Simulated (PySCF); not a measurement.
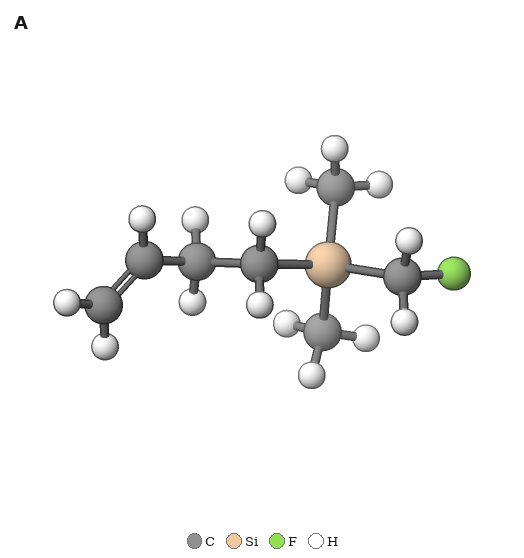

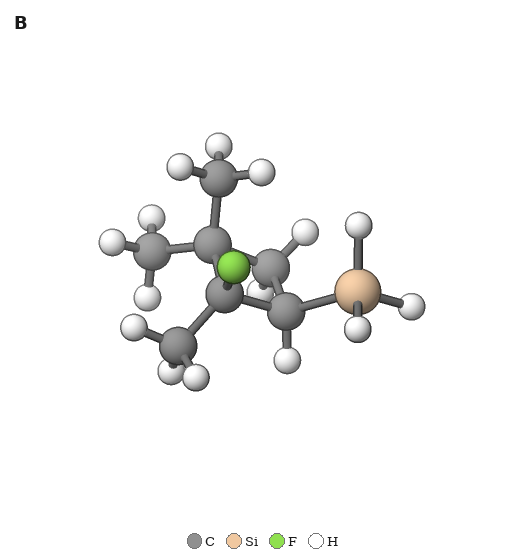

2 stationary structures of one formula. Geometries: GFN2-xTB. Electronic energies: PBE0/pcSseg-1 (PySCF 2.14.0), without zero-point energy. No frequency run is at hand to confirm each as a minimum. Each is one conformer, not always the lowest.

> Rank them by energy, lowest first.

A is lowest; B lies 29.9 kJ/mol above it. A is `C=CCC[Si](C)(C)CF`, B is `CC1(C)C[C@@H]([SiH3])[C@@]1(C)F`.

The geometry is semi-empirical. Around Si such bond lengths and angles can be off by a tenth of an ångström or more and by several degrees, and values that hang on the shape move with them.
